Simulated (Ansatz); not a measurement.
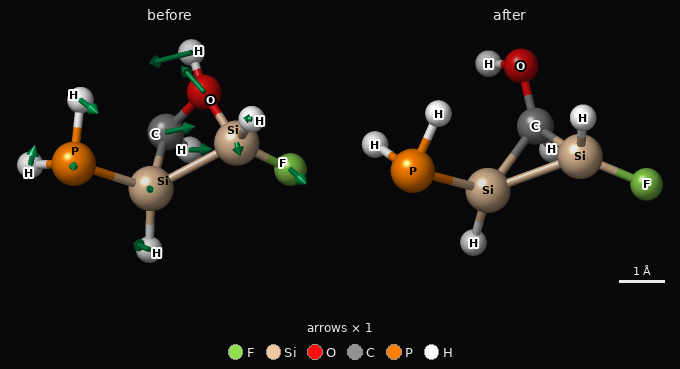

The structure of CH6FOPSi2 before (left) and after (right) a relaxation, at one scale. The green arrows give the displacements, at their true length.

A ball-and-stick model, seen from a free direction.

The run prepares an end point of a later path (hydrogen shift) calculation, from a guessed geometry.

These are results of RKS PBE/def2-SVP in Ansatz 0.2.0, not measurements. Set-up: no spin polarisation; force threshold 0.02 eV/Å; at most 50 steps.

Question: Describe what moved and what it gained.

Answer: The relaxation stopped without meeting its thresholds, so the last structure isn't shown to be converged. It used up its limit of 50 steps. Over 47 accepted moves (49 points after the start) the energy falls by 2.871 eV. Largest force component: 4.7 eV/Å at the start, 0.11 eV/Å at the end. The line search rejected the trial steps at points 16, 40 of the run. An H atom moves most after the best rigid fit: 1.30 Å. By element the largest moves are H 1.30 Å, O 0.94 Å, C 0.75 Å, F 0.73 Å, Si 0.33 Å, P 0.20 Å. Near-neighbour distances that change, for instance: O–Si 1.684 → 2.912 Å, C–Si 2.328 → 1.889 Å, C–Si 1.861 → 1.986 Å, F–Si 1.533 → 1.644 Å. New bonds form: C–Si (2.33 → 1.89 Å). Bonds break: O–Si (1.68 → 2.91 Å). Bond angles that change, for instance: O–C–Si 101.1° → 129.0°, Si–Si–C 69.3° → 52.0°, F–Si–Si 115.4° → 130.5°. Groups turn about Si–Si by about 30°. The run took 82 s on 2 threads of Intel(R) Xeon(R) 6975P-C (Granite Rapids), on a shared host, peak memory 0.2 GiB.
